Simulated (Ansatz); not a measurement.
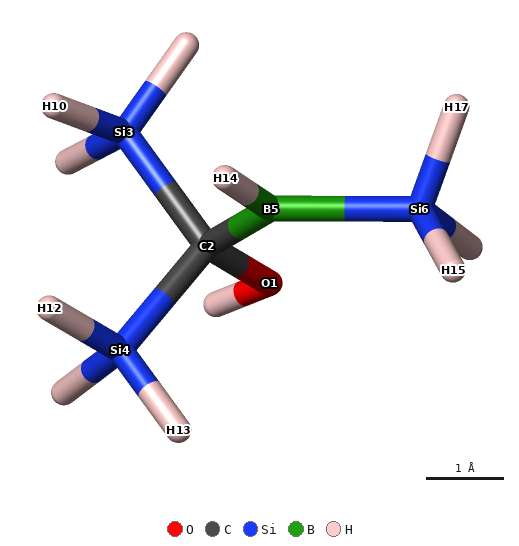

Figure 1. The structure as given in the input (stick view, seen at a tilt; atoms are numbered from 1 in the order of the input).

CH11BOSi3: molecular dynamics

System: CH11BOSi3, SMILES OC([SiH3])([SiH3])B[SiH3].
Method: RKS PBE0/STO-3G (Ansatz 0.2.0).

One setting was made poor on purpose. It belongs to a series of runs on one base structure; here: an input spoilt on purpose.

### Input
```yaml
crystal:
  periodic: [false, false, false]
  atoms:
    - { symbol: O, position_ang: [-1.160873, -1.259385, -0.244671] }
    - { symbol: C, position_ang: [-0.039206, -0.313078, -0.353361] }
    - { symbol: Si, position_ang: [1.651755, -1.210322, -0.38251] }
    - { symbol: Si, position_ang: [-0.173613, 0.775165, -1.92287] }
    - { symbol: B, position_ang: [0.032395, 0.670052, 0.827478] }
    - { symbol: Si, position_ang: [-1.205536, 0.714446, 2.345837] }
    - { symbol: H, position_ang: [-1.060558, -1.824488, -1.091886] }
    - { symbol: H, position_ang: [1.596513, -2.212173, -1.423166] }
    - { symbol: H, position_ang: [1.91234, -1.870776, 0.873975] }
    - { symbol: H, position_ang: [2.721394, -0.286596, -0.673945] }
    - { symbol: H, position_ang: [-0.345037, -0.109411, -3.053256] }
    - { symbol: H, position_ang: [1.0241, 1.556994, -2.113676] }
    - { symbol: H, position_ang: [-1.317529, 1.652169, -1.852081] }
    - { symbol: H, position_ang: [0.909095, 1.451154, 0.793823] }
    - { symbol: H, position_ang: [-1.844214, 2.009763, 2.420912] }
    - { symbol: H, position_ang: [-2.245176, -0.284751, 2.307982] }
    - { symbol: H, position_ang: [-0.474749, 0.541037, 3.581616] }
basis:
  gaussian: { orbitals: STO-3G }
hamiltonian:
  xc: pbe0
md:
  timestep: 0.25
  n_steps: 25
  ensemble: npt_langevin
  temperature: 300.0
  initial_velocities: maxwell_boltzmann
  seed: 851769
  pressure: 1.0
scf:
  lower_state_search: "off"
```

Run on 1 thread of Arm Neoverse V1, 24 GiB of memory available, shared host.

Launch command:
```bash
ansatz run input.yaml --threads 1 --pin off --max-ram 2048MiB --backend cpu --events-out ev --progress --plain --runs-dir out
```

### What the program printed
```
Error: invalid value for `basis.gaussian`: such a run doesn't read md.pressure; remove what it names
```

### Outcome

```tsv
quantity	value
outcome	refused by the program
```

### What went wrong

The program refused the input: “invalid value for `basis.gaussian`: such a run doesn't read md.pressure; remove what it names” A deliberately poor setting: bad input.
